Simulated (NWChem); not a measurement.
**A workflow on BClF4HIn**

Wanted: a single-point energy (singlet BClF4HIn, MP2/3-21G), then the energy (singlet ClF2In, MP2/3-21G), then a single-point energy (singlet BF2H, MP2/3-21G), then the energy (singlet ClF2In, MP2/3-21G), then a single-point energy (singlet BF2H, MP2/3-21G) of BClF4HIn and its partners. 

The results are computed with NWChem 7.3.0.

**1. Starting point**

The species is BClF4HIn (8 atoms), typed as a singlet with charge 0.

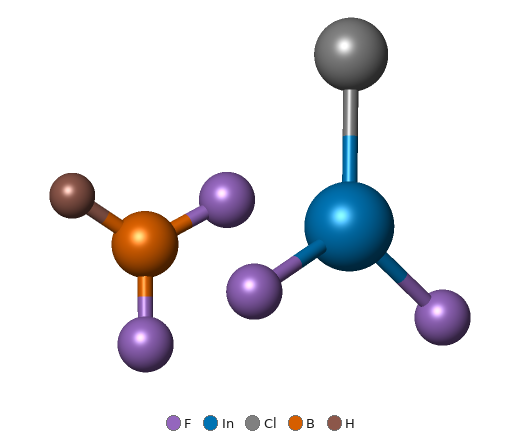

Viewed from a chosen angle; fluorine purple, indium blue, chlorine grey, boron orange, hydrogen brown.

**2. A single-point energy at MP2/3-21G (pair key 31c82f52c8, separation 0.9) (run 1)**

test.nw reads:

```
start test
title "BClF4HIn mp2"
memory 2200 mb

geometry units au noautosym nocenter noautoz
   F   1.08530751  1.18992275  3.31580794
   In  0.06203971 -0.04805574  0.05697524
   F   1.54507787 -3.22315467 -0.90149385
   Cl -2.69244399  2.08130656 -2.47128934
   F  -5.10815648 -2.74975938  1.08198159
   B  -5.03220839 -2.28074825  3.51780077
   F  -3.50413805 -3.64136996  4.92194287
   H  -6.31246004 -0.66760245  4.42700470
end

basis spherical bse
   * library 3-21G
end

scf
   thresh 1e-08
   maxiter 80
   print low
end

mp2
   freeze core 28
   tight
end

task mp2
```

Run with:

```console
$ nwchem test.nw > test.out
```

What it wrote, cut to the lines that bear on the results:

```text
[...]
  functions       =    91
[...]
  wavefunction    = RHF
[...]
         Total SCF energy =  -6593.030960804908
      One-electron energy = -10804.707888876159
      Two-electron energy =   3363.700804992319
 Nuclear repulsion energy =    847.976123078932
        Time for solution =     11.1s
[...]
          Total MP2 energy         -6593.644724501211
[...]
```

Wall time 15 s (1 thread of Intel Xeon 6975P-C (Granite Rapids), shared host); peak memory 0.24 GiB.

**3. ClF2In: a single-point energy at MP2/3-21G (pair key 31c82f52c8, separation 0.9) (run 2)**

struct.nw reads:

```
start struct
title "ClF2In"
memory total 2200 mb
geometry units angstroms noautosym nocenter noautoz
F      0.574320     0.629680     1.754650
In     0.032830    -0.025430     0.030150
F      0.817620    -1.705620    -0.477050
Cl    -1.424780     1.101380    -1.307750
end
basis spherical bse
* library 3-21G
end
scf
thresh 1e-08
maxiter 80
noprint "final vectors analysis"
end
mp2
freeze core 25
tight
end
task mp2 energy
```

Run with:

```console
$ nwchem struct.nw > struct.out
```

What it wrote, cut to the lines that bear on the results:

```text
[...]
  functions       =    62
[...]
  wavefunction    = RHF
[...]
         Total SCF energy =  -6369.969336032508
      One-electron energy =  -9787.026165117866
      Two-electron energy =   2923.546325592575
 Nuclear repulsion energy =    493.510503492782
        Time for solution =      5.2s
[...]
          Total MP2 energy         -6370.288570649216
[...]
```

It took 6.9 s on 1 thread of Intel Xeon 6975P-C (Granite Rapids), shared host; peak memory 0.12 GiB.

**4. BF2H: the energy at MP2/3-21G (pair key 31c82f52c8, separation 0.9) (run 3)**

test.nw reads:

```
echo
start test
title "BF2H"
memory stack 880 mb heap 220 mb global 1100 mb

geometry units angstrom noautosym nocenter noautoz
  F       -2.703120      -1.455110       0.572560
  B       -2.662930      -1.206920       1.861540
  F       -1.854310      -1.926930       2.604580
  H       -3.340410      -0.353280       2.342670
end

basis spherical bse
  F library 3-21G
  B library 3-21G
  H library 3-21G
end

scf
  thresh 1e-08
  maxiter 80
  print low
end

mp2
  freeze core 3
  tight
end

task mp2 energy
```

Run with:

```console
$ nwchem test.nw > test.out
```

What it wrote, cut to the lines that bear on the results:

```text
[...]
  functions       =    29
[...]
  wavefunction    = RHF
[...]
         Total SCF energy =   -223.059759408663
      One-electron energy =   -433.505296443906
      Two-electron energy =    148.556822349296
 Nuclear repulsion energy =     61.888714685947
        Time for solution =      0.3s
[...]
          Total MP2 energy          -223.350781129749
[...]
```

Run time: 1 s. Hardware: 1 thread of Intel Xeon 6975P-C (Granite Rapids), shared host; peak memory 0.099 GiB.

**5. ClF2In among ghost functions: the energy at MP2/3-21G (pair key 31c82f52c8, separation 0.9, with ghost functions) (run 4)**

job.nw reads:

```
start job
title "ClF2In"
memory total 2200 mb
geometry noautosym nocenter noautoz
  F      0.574320     0.629680     1.754650
  In     0.032830    -0.025430     0.030150
  F      0.817620    -1.705620    -0.477050
  Cl    -1.424780     1.101380    -1.307750
  bqF     -2.703120    -1.455110     0.572560
  bqB     -2.662930    -1.206920     1.861540
  bqF     -1.854310    -1.926930     2.604580
  bqH     -3.340410    -0.353280     2.342670
end
basis spherical bse
  F library 3-21G
  In library 3-21G
  Cl library 3-21G
  bqF library F 3-21G
  bqB library B 3-21G
  bqH library H 3-21G
end
scf
  thresh 1e-08
  maxiter 80
  print low
end
mp2
  freeze core 25
  tight
end
task mp2 energy
```

Run with:

```console
$ nwchem job.nw > job.out
```

What it wrote, cut to the lines that bear on the results:

```text
[...]
  functions       =    91
[...]
  wavefunction    = RHF
[...]
         Total SCF energy =  -6369.973920181847
      One-electron energy =  -9786.906247129458
      Two-electron energy =   2923.421823454828
 Nuclear repulsion energy =    493.510503492782
        Time for solution =     10.4s
[...]
          Total MP2 energy         -6370.294346498683
[...]
```

It took 14 s on 1 thread of Intel Xeon 6975P-C (Granite Rapids), shared host; peak memory 0.22 GiB.

**6. BF2H among ghost functions: a single-point energy at MP2/3-21G (pair key 31c82f52c8, separation 0.9, with ghost functions) (run 5)**

bf2h.nw reads:

```
start bf2h
title "BF2H energy"
memory total 2200 mb
geometry units angstroms noautosym nocenter noautoz
   F    -2.703120   -1.455110    0.572560
   B    -2.662930   -1.206920    1.861540
   F    -1.854310   -1.926930    2.604580
   H    -3.340410   -0.353280    2.342670
   bqF      0.574320     0.629680     1.754650
   bqIn     0.032830    -0.025430     0.030150
   bqF      0.817620    -1.705620    -0.477050
   bqCl    -1.424780     1.101380    -1.307750
end
basis "ao basis" spherical bse
   F library 3-21G
   B library 3-21G
   H library 3-21G
   bqF library F 3-21G
   bqIn library In 3-21G
   bqCl library Cl 3-21G
end
scf
   singlet
   rhf
   thresh 1e-08
   maxiter 80
   noprint "final vectors analysis"
end
mp2
   freeze core 3
   tight
end
task mp2 energy
```

Run with:

```console
$ nwchem bf2h.nw > bf2h.out
```

What it wrote, cut to the lines that bear on the results:

```text
[...]
  functions       =    91
[...]
  wavefunction    = RHF
[...]
         Total SCF energy =   -223.063995819158
      One-electron energy =   -433.441529637260
      Two-electron energy =    148.488819132155
 Nuclear repulsion energy =     61.888714685947
        Time for solution =      7.5s
[...]
          Total MP2 energy          -223.356343610462
[...]
```

Run time: 10 s. Hardware: 1 thread of Intel Xeon 6975P-C (Granite Rapids), shared host; peak memory 0.2 GiB.

**7. Outcome**

| quantity | value |
| --- | --- |
| run 1, MP2/3-21G: total energy | -6593.64472 Eh |
| run 1, MP2/3-21G: correlation energy (28 core orbitals frozen) | -613.8 mEh |
| ClF2In: total energy | -6370.28857 Eh |
| ClF2In: correlation energy (25 core orbitals frozen) | -319.2 mEh |
| BF2H: total energy | -223.35078 Eh |
| BF2H: correlation energy (3 core orbitals frozen) | -291.0 mEh |
| ClF2In among ghost functions: total energy | -6370.29435 Eh |
| ClF2In among ghost functions: correlation energy (25 core orbitals frozen) | -320.4 mEh |
| BF2H among ghost functions: total energy | -223.35634 Eh |
| BF2H among ghost functions: correlation energy (3 core orbitals frozen) | -292.3 mEh |
| interaction energy of the rigid parts ClF2In and BF2H (parts in their own basis) | -0.146 eV |
| interaction energy of the rigid parts ClF2In and BF2H (parts in the whole basis, counterpoise) | 0.162 eV |

The interaction energy of the rigid parts ClF2In and BF2H (parts in their own basis) is −0.15 eV (−14.1 kJ/mol): the parts attract. The interaction energy of the rigid parts ClF2In and BF2H (parts in the whole basis, counterpoise) is 0.16 eV (15.7 kJ/mol): the parts repel at this shape. The basis-set superposition error is 29.8 kJ/mol. It is larger than the uncorrected attraction, which is thus an artefact of the basis. Relativity is left out although the molecule holds a heavy atom. Mulliken charges (ClF2In) run from -0.54 on F1 to +1.59 on In2; they depend strongly on the basis.
